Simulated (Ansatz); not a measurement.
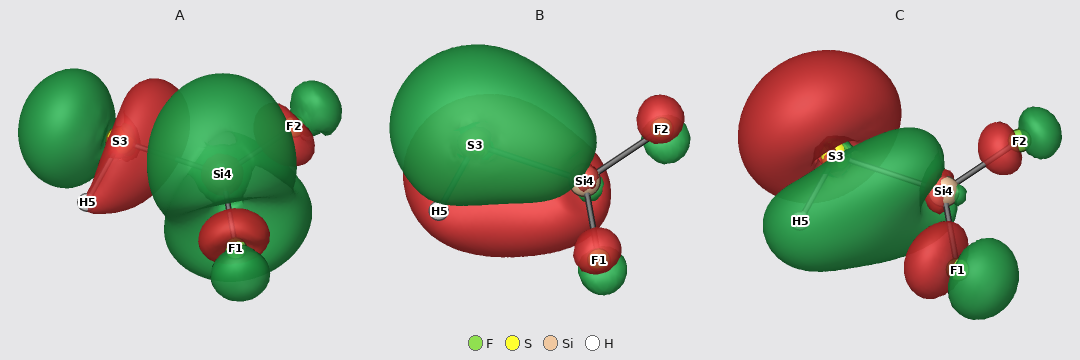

Figure. F$_{2}$HSSi (charge +1). Three frontier orbitals at ±0.08 Å⁻³ᐟ² (green and red are the two phases), in no order.

Geometry: PBE0-D3(BJ)/def2-SVP.

Theory: isolated molecule in a Gaussian basis; Kohn-Sham density functional theory, functional PBE0 (Ansatz).

```xyz
5

F    -1.8367   -0.5418   -1.7206
F    -2.3292    1.2040    0.2003
S    -0.2065   -0.9528    0.9644
Si   -1.5320   -0.0534   -0.2670
H     0.0966   -1.8841    0.0157
```

Which picture is the HOMO−1, the HOMO and the LUMO?

C is the HOMO−1 (−17.44 eV). Its weight (Hirshfeld) is mainly on S3 (about 70 %), Si4 (about 15 %), F1 (about 10 %) and H5 (about 5 %); it is symmetric in the molecular plane (an in-plane orbital: σ, lone-pair or in-plane π type); largely a lone pair of S3. B is the HOMO (−15.38 eV). It lies mainly on S3 (about 75 %) and Si4 (about 15 %); it changes sign across the molecular plane (π type). A is the LUMO (−8.28 eV). Its weight (Hirshfeld) is mainly on Si4 (about 55 %), S3 (about 25 %), F1 (about 10 %) and F2 (about 10 %); it is symmetric in the molecular plane (an in-plane orbital: σ, lone-pair or in-plane π type).

What is the HOMO–LUMO gap?

7.10 eV between the orbital energies.
